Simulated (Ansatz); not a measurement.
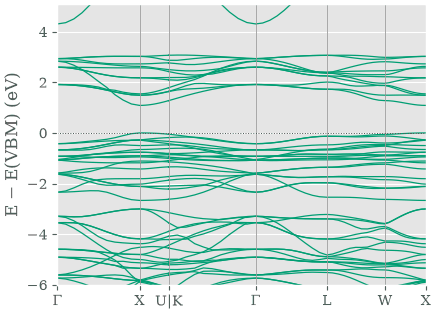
Figure. Band structure from r²SCAN in the plane-wave PAW code Ansatz

Problem. Read off the gap and where the band edges lie.

Solution. About 1.1 eV (1.09 eV by a search for the band edges); maximum at X, minimum at X.

Problem. Pick the material that matches.
A) GaSb, zinc blende
B) Co3O4, Fd-3m (Co on 16d, Co on 8a, O on 32e)
C) InAs, zinc blende
D) Co3S4, Fd-3m (Co on 16d, Co on 8a, S on 32e)

Solution. B, Co3O4, Fd-3m (Co on 16d, Co on 8a, O on 32e)

The workflow started from a Materials Project entry (that database holds measured and hypothetical structures alike); the Crystallography Open Database files this formula in space group No. 227, but the cells were not matched. Its standing as an ambient phase is unchecked. The r²SCAN relaxation kept the symmetry of its start, as lowered by the spin order; its stability against distortions is not shown here. Spin order of the final state: antiferromagnetic, chosen from 2 collinear starts compared on coarse meshes (ties went to the first, and starts can fall back to one state), not a proven ground state. Other orbital occupations within this spin state were not tried. No Hubbard U is applied.

Potentials: the earlier of the program's two PAW sets.
